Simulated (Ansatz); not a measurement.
# Tc of Au (Fm-3m) from its phonons, part 2 of 2

Aim: the phonon-mediated transition temperature of Au (Fm-3m) at ambient pressure, over a range of μ*. The cell shown first is a relaxed one, from steps not shown here.

Ansatz 0.2.0; DFT PBE, scalar-relativistic, plane waves, PAW.

So far, log mean phonon energy ħω_log (meV): step 2 (coupling and resistivity: q 3×3×3, k 9×9×9, scattering …) 8.16.

### Step 3. Resistivity: q 4×4×4, k 12×12×12, scattering 16×16×16

The next rung changes the q mesh, which sets the reach of the force constants and couplings; the k mesh of the density and its response.

The input, input.yaml:

```yaml
crystal:
  lattice:
    - [0.0, 2.0796649767, 2.0796649767]
    - [2.0796649767, 0.0, 2.0796649767]
    - [2.0796649767, 2.0796649767, 0.0]
  atoms:
    - { symbol: Au, position: [0.0, 0.0, 0.0] }
kpoints:
  mp_grid: { grid: [12, 12, 12] }
hamiltonian:
  xc: pbe
scf:
  occupations: { method: methfessel_paxton, width: 0.2 }
output:
  eigenvalues: true
phonons:
  method: dfpt
  qmesh: [4, 4, 4]
  temperatures: { t_max: 1000, t_step: 50 }
  qpath:
    path:
      - [[0.0, 0.0, 0.0], [0.5, 0.0, 0.5], [0.625, 0.25, 0.625]]
      - [[0.375, 0.375, 0.75], [0.0, 0.0, 0.0], [0.5, 0.5, 0.5], [0.5, 0.25, 0.75], [0.5, 0.0, 0.5]]
    npoints: 10
  electrical_resistivity:
    mesh: [16, 16, 16]
    temperatures: [20.0, 50.0, 80.0, 100.0, 150.0, 200.0, 273.0, 300.0, 400.0, 500.0, 600.0, 800.0]
  superconductivity: { mesh: [16, 16, 16] }
```

Command:

```
$ ansatz run input.yaml --threads 4 --pin off --max-ram 10240MiB --backend cpu --events-out ev --progress --plain --runs-dir out
```

Numbers of over 12 decimals in the logs are rounded to 6 here.

The log of the run:

```text
[...]
Crystal: 1 atoms, lattice volume = 17.989 Å³
Basis set: ecut = 420 eV, 339 PW (Γ), exchange–correlation on 40×40×40 points (8 copies of the dense FFT grid, shifted against one another)
Bands: 14, of which v1, the nominal top of the filled ones, is band 10 counted from 1 (9 counted from 0)
Symmetry: 48 space group operations
k-points: 72 of 1728
[...]
SCF iter   1: F=—  HF=-13149.318190 eV  |F-HF|=—  |Δ(HF+E_count)|=         —  Δρ=1.41e-3  dr2=4.87e-5  ethr=1.77e-3  ⟨swp⟩=4.1  Hψ=4787  notcnv=0
[...]
SCF iter   7: F=-13149.318672 eV  HF=-13149.318672 eV  |F-HF|=9.09e-12  |Δ(HF+E_count)|=  6.73e-11  S|Δr|=    0.00e0  Δρ=2.24e-7  dr2=6.40e-12  ethr=1.00e-12  ⟨swp⟩=5.0  Hψ=4662  notcnv=0
SCF 1 converged in 7 iterations: F = -13149.318672 eV  dr2 = 6.40e-12
[...]
NSCF: frozen V_eff on 72 k-points
[...]
SCF iter   1: F=—  HF=-13149.318190 eV  |F-HF|=—  |Δ(HF+E_count)|=         —  Δρ=1.41e-3  dr2=4.87e-5  ethr=1.77e-3  ⟨swp⟩=4.1  Hψ=4787  notcnv=0
[...]
SCF iter   7: F=-13149.318672 eV  HF=-13149.318672 eV  |F-HF|=7.28e-12  |Δ(HF+E_count)|=  6.73e-11  S|Δr|=    0.00e0  Δρ=2.24e-7  dr2=6.42e-12  ethr=1.00e-12  ⟨swp⟩=1.8  Hψ=2976  notcnv=0
SCF 2 converged in 7 iterations: F = -13149.318672 eV  dr2 = 6.42e-12
[...]
SCF converged after 7 iterations
[...]
Free energy (F): -13149.318672 eV
[...]
Internal energy: -13149.318845 eV  (E = F + TS)
E sigma→0 (E₀):  -13149.318715 eV
Entropy (-TS):   0.000173 eV (0.173 meV/atom)
Fermi energy:    19.125620 eV
[...]
--- Band table (eV; the first three rows and the last of 72) ---
  k-point 0: bands = [... 6 lower, 14.7772, 14.7772, 16.1594, 16.1594, 33.7183, 37.4108, 37.4108, 37.4108]
  k-point 1: bands = [... 6 lower, 14.8518, 14.8518, 16.1286, 16.1286, 33.9475, 36.0060, 37.6559, 37.6559]
  k-point 2: bands = [... 6 lower, 15.0026, 15.0026, 16.1152, 16.1152, 33.0607, 34.7291, 38.2527, 38.2527]
  k-point 71: bands = [... 6 lower, 14.3627, 16.0355, 17.5506, 23.6307, 25.3145, 25.3145, 28.2835, 41.2760]
[...]
ASR residual: 1.980e-4 → 0.000e0 eV/Å²; symmetrization residual: 2.728e-12 eV/Å²
  ASR residual per site (eV/Å²): 1.98e-4
  Γ frequencies (cm⁻¹): 0.00 0.00 0.00
--- Phonons (arbitrary-q DFPT): 8 irreducible q on the 4×4×4 mesh ---
[...]
interpolated dispersion: 62 rows × 3 modes
[...]
--- Electrical resistivity: potentials and phonons of a 4×4×4 supercell ---
[...]
at the Fermi level of each mesh (of a tensor a third of its trace):
[...]
16×16×16                     0.1467              8.7093    0.1940    0.1964           8.302
          8×8×8                     0.1500              8.8487    0.2025    0.2104           8.255
          4×4×4                     0.1714              9.2153    0.2292    0.2490           8.122
  resistivity on the deck's mesh, µΩ·cm:
[...]
20.00     2.7449e-2              no     2.7449e-2     2.7449e-2     2.7449e-2       4.6166e-2         3.1937e-2
     50.00     3.2744e-1              no     3.2744e-1     3.2744e-1     3.2744e-1       3.6944e-1         3.2247e-1
     80.00     6.7343e-1              no     6.7343e-1     6.7343e-1     6.7343e-1       7.2158e-1         6.7062e-1
    100.00     8.9338e-1              no     8.9338e-1     8.9338e-1     8.9338e-1       9.4850e-1         8.9353e-1
    150.00      1.4209e0              no      1.4209e0      1.4209e0      1.4209e0        1.4983e0          1.4276e0
    200.00      1.9337e0              no      1.9337e0      1.9337e0      1.9337e0        2.0358e0          1.9458e0
    273.00      2.6728e0              no      2.6728e0      2.6728e0      2.6728e0        2.8122e0          2.6918e0
    300.00      2.9450e0              no      2.9450e0      2.9450e0      2.9450e0        3.0984e0          2.9663e0
    400.00      3.9516e0             yes      3.9516e0      3.9516e0      3.9516e0        4.1578e0          3.9810e0
    500.00      4.9588e0             yes      4.9588e0      4.9588e0      4.9588e0        5.2195e0          4.9954e0
    600.00      5.9680e0             yes      5.9680e0      5.9680e0      5.9680e0        6.2852e0          6.0113e0
    800.00      7.9933e0             yes      7.9933e0      7.9933e0      7.9933e0        8.4308e0          8.0480e0
[...]
vibrations of 64 cells: unjudged by the run; compare a larger repeat
[...]
--- Superconductivity: potentials and phonons of a 4×4×4 supercell ---
           mesh         λ    ħω_log (meV)  μ* declared at (meV)
       16×16×16    0.1940           8.302                9.717
          8×8×8    0.2025           8.255                9.594
          4×4×4    0.2292           8.122                9.441
  λ by the species' shares of the modes' patterns: Au 0.1940
[...]
0.08      0.001         0.001    none_found    none_found    none_found    none_found     none_found
      0.10      0.000         0.000    none_found    none_found    none_found    none_found     none_found
      0.12      0.000         0.000    none_found    none_found    none_found    none_found     none_found
      0.13      0.000         0.000    none_found    none_found    none_found    none_found     none_found
      0.14      0.000         0.000    none_found    none_found    none_found    none_found     none_found
      0.16      0.000         0.000    none_found    none_found    none_found    none_found     none_found
      0.20          -             -    none_found    none_found    none_found    none_found     none_found
  none_found: no transition down to 0.1 K
[...]
vibrations of 64 cells: unjudged by the run; compare a larger repeat
[...]
```

It took 1.8 min on 4 threads of Arm Neoverse V2, shared host; peak memory 2.9 GiB.

This step gave:

| Quantity | Value |
| --- | --- |
| zero point energy | 0.01461 eV/cell |
| highest frequency, solved or plainly interpolated | 138.3 cm⁻¹ |
| Debye temperature (second moment) | 156 K |
| resistivity at 300 K | 2.945 μΩ cm |
| coupling constant λ | 0.194 |
| log mean phonon energy ħω_log | 8.302 meV |
| transport coupling constant λ_tr | 0.1964, 0.1964, 0.1964 (xx, yy, zz) |
| resistivity times mean free path | 8.69, 8.69, 8.69 × 10⁻¹⁶ Ω m² (xx, yy, zz) |
| second-moment phonon energy ħω₂ | 9.717 meV |
| coupling λ by branch | 0.0718, 0.0839, 0.0383 (branches by rank of frequency) |

An empty cell: under 1 mK by a formula, or no transition down to the floor of the Eliashberg search. Transition temperatures:

| μ* | McMillan Tc (K) | Allen–Dynes Tc (K) |
| --- | --- | --- |
| 0.08 | - | - |
| 0.1 | - | - |
| 0.12 | - | - |
| 0.13 | - | - |
| 0.14 | - | - |
| 0.16 | - | - |
| 0.2 | - | - |

Between step 2 and this run (k-mesh 12×12×12 and q mesh 4×4×4) the value for the log mean phonon energy ħω_log moves from 8.16 meV to 8.30 meV.

### Step 4. Electron–phonon run: q 4×4×4, k 16×16×16, scattering 24×24×24

The next rung changes the k mesh of the density and its response; the scattering mesh, which samples the Fermi surface.

input.yaml, as its differences from that of step 3:

```diff
@@ -8,3 +8,3 @@
 kpoints:
-  mp_grid: { grid: [12, 12, 12] }
+  mp_grid: { grid: [16, 16, 16] }
 hamiltonian:
@@ -25,4 +25,4 @@
   electrical_resistivity:
-    mesh: [16, 16, 16]
+    mesh: [24, 24, 24]
     temperatures: [20.0, 50.0, 80.0, 100.0, 150.0, 200.0, 273.0, 300.0, 400.0, 500.0, 600.0, 800.0]
-  superconductivity: { mesh: [16, 16, 16] }
+  superconductivity: { mesh: [24, 24, 24] }
```

The log of the run:

```text
[...]
Crystal: 1 atoms, lattice volume = 17.989 Å³
Basis set: ecut = 420 eV, 339 PW (Γ), exchange–correlation on 40×40×40 points (8 copies of the dense FFT grid, shifted against one another)
Bands: 14, of which v1, the nominal top of the filled ones, is band 10 counted from 1 (9 counted from 0)
Symmetry: 48 space group operations
k-points: 145 of 4096
[...]
SCF iter   1: F=—  HF=-13149.327172 eV  |F-HF|=—  |Δ(HF+E_count)|=         —  Δρ=1.42e-3  dr2=5.05e-5  ethr=1.77e-3  ⟨swp⟩=4.1  Hψ=9671  notcnv=0
[...]
SCF iter   7: F=-13149.327663 eV  HF=-13149.327663 eV  |F-HF|=3.64e-12  |Δ(HF+E_count)|=  2.36e-11  S|Δr|=    0.00e0  Δρ=1.06e-7  dr2=5.61e-13  ethr=1.00e-12  ⟨swp⟩=6.0  Hψ=8363  notcnv=0
SCF 1 converged in 7 iterations: F = -13149.327663 eV  dr2 = 5.61e-13
[...]
SCF iter   1: F=—  HF=-13149.327172 eV  |F-HF|=—  |Δ(HF+E_count)|=         —  Δρ=1.42e-3  dr2=5.05e-5  ethr=1.77e-3  ⟨swp⟩=4.1  Hψ=9671  notcnv=0
[...]
SCF iter   7: F=-13149.327663 eV  HF=-13149.327663 eV  |F-HF|=3.64e-12  |Δ(HF+E_count)|=  2.36e-11  S|Δr|=    0.00e0  Δρ=1.07e-7  dr2=5.83e-13  ethr=1.00e-12  ⟨swp⟩=3.0  Hψ=4394  notcnv=0
SCF 2 converged in 7 iterations: F = -13149.327663 eV  dr2 = 5.83e-13
[...]
SCF converged after 7 iterations
[...]
Free energy (F): -13149.327663 eV
[...]
Internal energy: -13149.328206 eV  (E = F + TS)
E sigma→0 (E₀):  -13149.327799 eV
Entropy (-TS):   0.000543 eV (0.543 meV/atom)
Fermi energy:    19.121806 eV
[...]
--- Band table (eV; the first three rows and the last of 145) ---
  k-point 0: bands = [... 6 lower, 14.7757, 14.7757, 16.1575, 16.1575, 33.7183, 37.4105, 37.4105, 37.4105]
  k-point 1: bands = [... 6 lower, 14.8190, 14.8190, 16.1386, 16.1386, 33.8568, 36.5385, 37.5508, 37.5508]
  k-point 2: bands = [... 6 lower, 14.9271, 14.9271, 16.1064, 16.1064, 34.0115, 34.9380, 37.9326, 37.9326]
  k-point 144: bands = [... 6 lower, 14.3614, 16.0337, 17.5488, 23.6301, 25.3139, 25.3139, 28.2827, 41.2756]
[...]
ASR residual: 7.402e-5 → 0.000e0 eV/Å²; symmetrization residual: 2.425e-12 eV/Å²
  ASR residual per site (eV/Å²): 7.40e-5
  Γ frequencies (cm⁻¹): 0.00 0.00 0.00
--- Phonons (arbitrary-q DFPT): 8 irreducible q on the 4×4×4 mesh ---
[...]
interpolated dispersion: 62 rows × 3 modes
[...]
--- Electrical resistivity: potentials and phonons of a 4×4×4 supercell ---
[...]
at the Fermi level of each mesh (of a tensor a third of its trace):
[...]
24×24×24                     0.1462              8.7188    0.1991    0.1990           8.290
       12×12×12                     0.1466              8.7104    0.1993    0.2040           8.216
          6×6×6                     0.1571              8.9591    0.2023    0.2099           8.111
  resistivity on the deck's mesh, µΩ·cm:
[...]
20.00     2.8102e-2              no     2.8102e-2     2.8102e-2     2.8102e-2       4.6265e-2         3.3299e-2
     50.00     3.3544e-1             yes     3.3544e-1     3.3544e-1     3.3544e-1       3.7299e-1         3.3066e-1
     80.00     6.8912e-1             yes     6.8912e-1     6.8912e-1     6.8912e-1       7.2888e-1         6.8653e-1
    100.00     9.1378e-1             yes     9.1378e-1     9.1378e-1     9.1378e-1       9.5807e-1         9.1424e-1
    150.00      1.4519e0             yes      1.4519e0      1.4519e0      1.4519e0        1.5127e0          1.4593e0
    200.00      1.9740e0             yes      1.9740e0      1.9740e0      1.9740e0        2.0540e0          1.9873e0
    273.00      2.7245e0             yes      2.7245e0      2.7245e0      2.7245e0        2.8341e0          2.7455e0
    300.00      3.0002e0             yes      3.0002e0      3.0002e0      3.0002e0        3.1211e0          3.0239e0
    400.00      4.0170e0             yes      4.0170e0      4.0170e0      4.0170e0        4.1808e0          4.0502e0
    500.00      5.0301e0             yes      5.0301e0      5.0301e0      5.0301e0        5.2386e0          5.0723e0
    600.00      6.0415e0             yes      6.0415e0      6.0415e0      6.0415e0        6.2969e0          6.0921e0
    800.00      8.0612e0             yes      8.0612e0      8.0612e0      8.0612e0        8.4180e0          8.1282e0
[...]
not converged in the mesh (λ_tr; the resistivity at 20 K by 4.95 %): between neighbouring meshes, the two finest first, λ moves by 0.11 % and 1.52 %, λ_tr by 2.54 % and 2.89 % and the resistivity by up to 4.95 % and 4.72 %; an estimate, no bound, puts it up to 9.4e-7 % above the Boltzmann equation's exact value after up to 5 iterations (at most 30 are made, fewer where the estimate is under 1.0e-6 % of each spin channel's own resistivity)
  vibrations of 64 cells: unjudged by the run; compare a larger repeat
[...]
--- Superconductivity: potentials and phonons of a 4×4×4 supercell ---
           mesh         λ    ħω_log (meV)  μ* declared at (meV)
       24×24×24    0.1991           8.290                9.714
       12×12×12    0.1993           8.216                9.626
          6×6×6    0.2023           8.111                9.504
  λ by the species' shares of the modes' patterns: Au 0.1991
[...]
0.08      0.001         0.001    none_found    none_found    none_found    none_found     none_found
      0.10      0.000         0.000    none_found    none_found    none_found    none_found     none_found
      0.12      0.000         0.000    none_found    none_found    none_found    none_found     none_found
      0.13      0.000         0.000    none_found    none_found    none_found    none_found     none_found
      0.14      0.000         0.000    none_found    none_found    none_found    none_found     none_found
      0.16      0.000         0.000    none_found    none_found    none_found    none_found     none_found
      0.20          -             -    none_found    none_found    none_found    none_found     none_found
  none_found: no transition down to 0.1 K
[...]
converged in the mesh: between neighbouring meshes, the two finest first, λ moves by 0.11 % and 1.52 % and the anisotropic transition temperature over the full bandwidth at μ* = 0.13 by nothing (neither mesh has one) and nothing (neither mesh has one); converged means that the two finest part by at most 2.00 % and 5.00 %
  vibrations of 64 cells: unjudged by the run; compare a larger repeat
[...]
```

Wall time 3 min (4 threads); peak memory 3 GiB.

This step gave:

| Quantity | Value |
| --- | --- |
| zero point energy | 0.01476 eV/cell |
| highest frequency, solved or plainly interpolated | 137.4 cm⁻¹ |
| Debye temperature (second moment) | 158 K |
| resistivity at 300 K | 3 μΩ cm |
| coupling constant λ | 0.1991 |
| density of states at the Fermi level | 0.1462 states/eV a spin and cell |
| log mean phonon energy ħω_log | 8.29 meV |
| transport coupling constant λ_tr | 0.199, 0.199, 0.199 (xx, yy, zz) |
| Drude plasma energy | 8.719, 8.719, 8.719 eV (xx, yy, zz) |
| resistivity times mean free path | 8.684, 8.684, 8.684 × 10⁻¹⁶ Ω m² (xx, yy, zz) |
| second-moment phonon energy ħω₂ | 9.714 meV |
| coupling λ by branch | 0.0739, 0.0855, 0.0397 (branches by rank of frequency) |

An empty cell: under 1 mK by a formula, or no transition down to the floor of the Eliashberg search. Transition temperatures:

| μ* | McMillan Tc (K) | Allen–Dynes Tc (K) |
| --- | --- | --- |
| 0.08 | - | - |
| 0.1 | - | - |
| 0.12 | - | - |
| 0.13 | - | - |
| 0.14 | - | - |
| 0.16 | - | - |
| 0.2 | - | - |

Eliashberg function α²F against phonon energy; read off at these points:

| phonon energy (meV) | α²F | α²F tr |
| --- | --- | --- |
| 1.0 | 0.00131 | 1.0e-4 |
| 2.0 | 0.00357 | 0.00107 |
| 3.0 | 0.00655 | 0.00426 |
| 4.0 | 0.0113 | 0.0106 |
| 5.0 | 0.0193 | 0.0215 |
| 6.0 | 0.0368 | 0.0451 |
| 7.0 | 0.0891 | 0.115 |
| 8.0 | 0.143 | 0.172 |
| 8.3 | 0.153 | 0.180 |
| 9.0 | 0.147 | 0.161 |
| 10.0 | 0.0783 | 0.0729 |
| 11.0 | 0.0725 | 0.0560 |
| 12.0 | 0.0559 | 0.0384 |
| 13.0 | 0.0119 | 0.00839 |
| 14.0 | 0.0688 | 0.0494 |
| 15.0 | 0.116 | 0.0916 |
| 15.2 | 0.117 | 0.0962 |
| 16.0 | 0.0488 | 0.0418 |

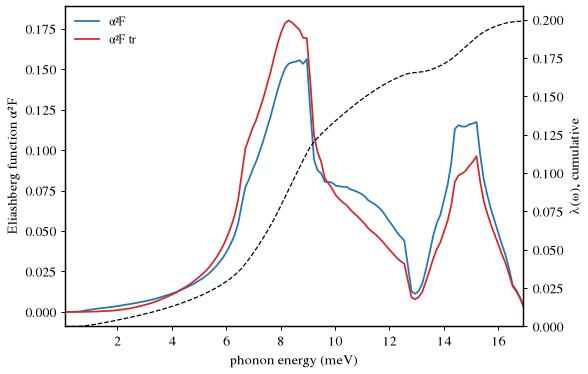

Eliashberg function α²F against phonon energy. The dashed line is the running λ.

### Step 5. What came out

```json
{"meshes": "q 4×4×4, k 16×16×16, scattering 24×24×24", "coupling constant λ": "0.199", "log mean phonon energy ħω_log": "8.29 meV"}
```

In the last run (PBE, q 4×4×4, k 16×16×16, scattering 24×24×24), with λ = 0.20 and ħω_log = 8.29 meV, Tc at μ* = 0.13 is under 1 mK by the formulas. Wikipedia's list of superconducting elements holds no transition of Au at normal pressure, in line with the calculation. In that run Allen and Dynes's formula gives no transition above 0.05 K at μ* = 0.10 or more. The run's transport test calls it not converged in the mesh. Over the runs, λ takes the values 0.199, 0.194 and 0.199, in the order shown. No spin–orbit coupling, which matters for Au. μ* is a typed number, phonons are harmonic, and spin fluctuations are left out; with λ this near or under μ*(1 + 0.62 λ), the formulas give Tc only to its order of magnitude, or none.

[Logs are printed without paths, hosts, clocks, repeated set-up lines and the standing remarks that a program may print on its own settings, such as how far it seeks lower states.]

[Hosts, paths, dates, database ids (printed as entryN), source tags and the programs' standing remarks are cut or masked in the printed files.]
